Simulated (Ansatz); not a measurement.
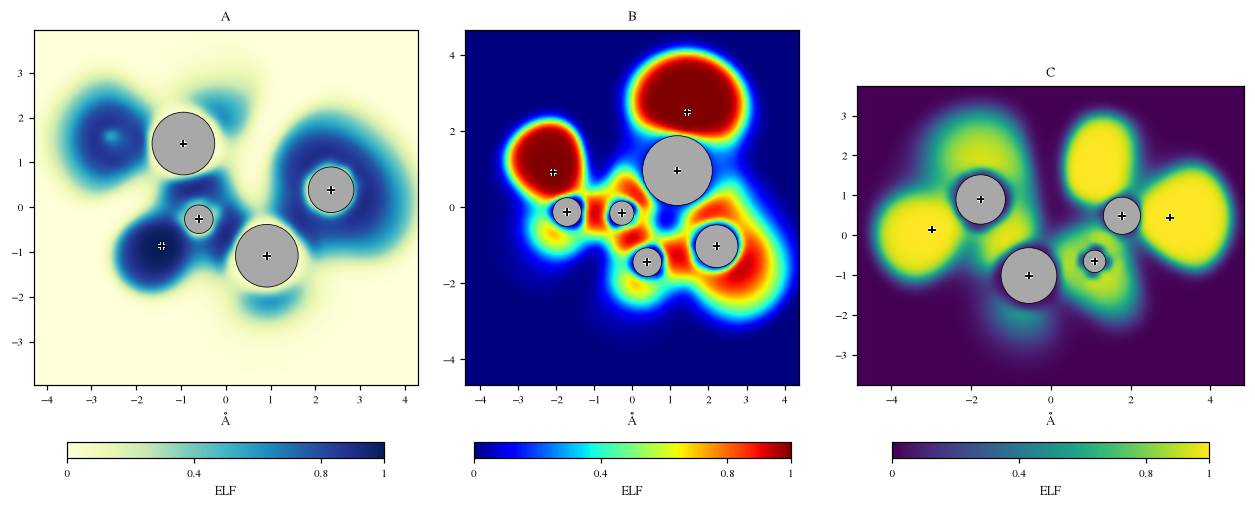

The electron localisation function of 3 systems, each on a plane through atoms (crosses mark nuclei in the plane; grey discs cover the cores).

These are results of Ansatz 0.2.0, isolated molecule in a Gaussian basis; Kohn-Sham density functional theory, functional PBE0, not measurements.

System 1: BH₆OPSi (SMILES BO[SiH2]P), the plane of atoms O2, Si4 and P3. Geometry: PBE0-D3(BJ)/def2-SVP.

```yaml
atoms:
  - { symbol: B, position_ang: [-0.9403, 1.8627, -3.4095] }
  - { symbol: O, position_ang: [0.2733, 1.5201, -2.9391] }
  - { symbol: P, position_ang: [-0.8352, 1.2292, 0.1054] }
  - { symbol: Si, position_ang: [0.8676, 1.2748, -1.3809] }
  - { symbol: H, position_ang: [-1.8657, 2.0523, -2.6416] }
  - { symbol: H, position_ang: [-1.0767, 1.9782, -4.6067] }
  - { symbol: H, position_ang: [1.5414, -0.0532, -1.3626] }
  - { symbol: H, position_ang: [1.8686, 2.3495, -1.1292] }
  - { symbol: H, position_ang: [-0.9103, 2.6518, 0.2125] }
  - { symbol: H, position_ang: [0.0949, 1.1081, 1.1869] }
```

System 2: C₂H₆GaNS (SMILES C[N]1C[S][GaH]1), the plane of atoms C1, N4 and C2. Geometry: B3LYP-D3(BJ)/def2-SVP.

```xyz
11

C    -1.2103   -0.4247    0.9196
C     0.9724    0.4785    0.1479
Ga    0.0245   -0.6474   -1.9123
N    -0.2503   -0.2478   -0.1367
S     1.9080    0.4731   -1.4671
H    -0.7896   -0.9828    1.7807
H    -1.5874    0.5421    1.3111
H    -2.0783   -0.9924    0.5508
H     0.7933    1.5271    0.4542
H     1.5951   -0.0067    0.9239
H    -0.7347   -1.3892   -3.0393
```

System 3: Cl₂F₂H₃NSi₂ (SMILES F[SiH](F)N[SiH](Cl)Cl), the plane of atoms Si6, N5 and H9. Geometry: B3LYP-D3(BJ)/def2-SVP.

```yaml
atoms:
  - { symbol: Cl, position_ang: [-2.3880, -1.5047, -2.6022] }
  - { symbol: Cl, position_ang: [-1.2997, -3.0712, 0.1769] }
  - { symbol: F, position_ang: [0.1257, -0.3587, 2.2933] }
  - { symbol: F, position_ang: [0.7225, 1.5192, 0.6185] }
  - { symbol: N, position_ang: [-1.3168, -0.0495, -0.0380] }
  - { symbol: Si, position_ang: [0.2316, -0.0176, 0.7195] }
  - { symbol: Si, position_ang: [-2.2698, -1.3931, -0.5415] }
  - { symbol: H, position_ang: [1.2280, -0.9131, 0.1219] }
  - { symbol: H, position_ang: [-1.7031, 0.8757, -0.2285] }
  - { symbol: H, position_ang: [-3.6520, -1.3488, -0.0279] }
```

> Match each panel to its system.

Panel A is system 3, Cl₂F₂H₃NSi₂: the plane holds Cl, N, Si and H. Si–N (1.72 Å): the ELF peaks at about 0.90 between the atoms, as expected for a shared but strongly polarised pair. Panel B is system 2, C₂H₆GaNS: the plane holds C, Ga, N, S and H. C–N (1.44 Å): the ELF peaks at about 0.95 between the atoms: a covalent bond. Panel C is system 1, BH₆OPSi: the plane holds B, O, P, Si and H. B–O (1.35 Å): the ELF peaks at about 0.90 between the atoms; a polar covalent bond.
